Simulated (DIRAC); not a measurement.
# PBE0/cc-pVDZ (ECP-SF, core potential, basis special Br:cc-pVDZ-PP) run of BrCl

Wanted: a point of an energy scan of BrCl. 

Program for the calculation: DIRAC 26.1 (patched).

### Step 1. The structure to begin with

The species is BrCl (2 atoms), typed as a singlet with charge 0.

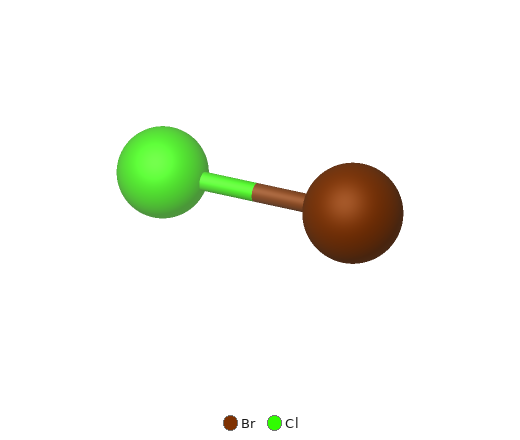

Viewed from a chosen angle; bromine brown, chlorine green.

### Step 2. A point of an energy scan at PBE0/cc-pVDZ (ECP-SF, core potential, basis special Br:cc-pVDZ-PP)

Input file mol.mol:

```
DIRAC
BrCl
cc-pVDZ
C   2              A
       35.    1
Br        0.00000000      0.00000000      0.00000000
LARGE BASIS cc-pVDZ-PP
ECPLIB ECPDS10MDFSF
       17.    1
Cl        0.00000000      0.00000000      2.22051808
LARGE BASIS cc-pVDZ
FINISH
```

Input file job.inp:

```
! scan
**DIRAC
.TITLE
 PBE0 on BrCl
.WAVE FUNCTION
**HAMILTONIAN
.ECP
.DFT
PBE0
**GRID
.ULTRAFINE
**WAVE FUNCTION
.SCF
**END OF INPUT
```

Started as:

```sh
$ pam --inp=job.inp --mol=mol.mol --noarch --mw=122 --aw=276
```

The log of the run:

```text
SCF - CYCLE
                                   -----------

* Convergence on norm of error vector (gradient).
  Desired convergence:1.000D-07
  Allowed convergence:1.000D-06

* ERGVAL - convergence in total energy
[... 1 line left out ...]
* EVCVAL - convergence in error vector (gradient)
[... 14 lines left out ...]
                                   TOTAL ENERGY
[... 6 lines left out ...]
   Other contributions to the total energy
[... 3 lines left out ...]
   Total energy                             :    -876.83242712692117
[... 22 lines left out ...]
* Block   3 in E1 :  Omega =  5/2
  * Closed shell, f = 1.0000
  -2.6756110714212  ( 2)
  * Virtual eigenvalues, f = 0.0000
   0.5677253171366  ( 2)      0.7217951156824  ( 2)

* Occupation in fermion symmetry E1
  * Inactive orbitals
      1/2  1/2  1/2  1/2  3/2  1/2  1/2  1/2  3/2  1/2  3/2  1/2  3/2  5/2  1/2  1/2  1/2  3/2
      1/2  1/2  3/2
  * Virtual orbitals
      1/2  1/2  1/2  3/2  1/2  1/2  3/2  1/2  3/2  5/2  3/2  1/2  1/2  1/2  5/2  3/2  1/2  3/2
      1/2  1/2

* Occupation of subblocks
                       E1 :   1/2  3/2  5/2
  closed shells (f=1.0000):   14    6    1
 virtual shells (f=0.0000):   12    6    2
tot.num. of pos.erg shells:   26   12    3

* HOMO - LUMO gap:

    E(LUMO) :    -0.14696104 au (symmetry E1 )
  - E(HOMO) :    -0.31063278 au (symmetry E1 )
  ------------------------------------------
    gap     :     0.16367175 au

 * Closing HDF5 checkpoint file
    - Checkpoint file contains all required data, can be used for restarts
    - Checkpoint file closed

*****************************************************
********** E N D   of   D I R A C  output  **********
*****************************************************

>>>> Total WALL time used in DIRAC: 3s
```

Wall time 2.5 s (1 thread of Arm Neoverse V2, shared host); peak memory 0.072 GiB.

### Step 3. Results

Level: PBE0/cc-pVDZ (ECP-SF, core potential, basis special Br:cc-pVDZ-PP).

| quantity | value |
| --- | --- |
| total energy | -876.83243 Eh |
| HOMO energy | -8.45 eV |
| LUMO energy | -4.00 eV |
| HOMO–LUMO gap | 4.45 eV |
